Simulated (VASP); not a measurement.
Band structure of BaTe2 (space group I4/mcm). These are PBEsol GGA, VASP's PBE PAW potentials (set 64) (plane waves; VASP) values and carry that method's errors.

The path is coarsely sampled, so an indirect gap can come out somewhat too large. Unless said otherwise, spin-orbit coupling is left out, though it shifts the bands of the heavy elements here.

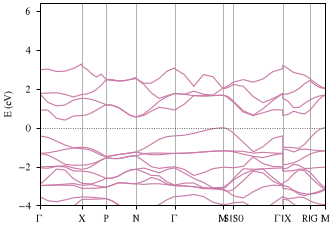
Figure. Bands along high-symmetry lines, zero at the valence-band maximum or, without a gap, the Fermi level

Problem. Read the plot: is there a gap, and where are the band edges?

Solution. The gap is indirect, 0.39 eV, from the valence maximum at M to the conduction minimum at Γ-X at 0.60.

The structure comes from a computed database's BaTe2 entry (I4/mcm); how it stands against other phases isn't given here. The cell was not relaxed at this level.
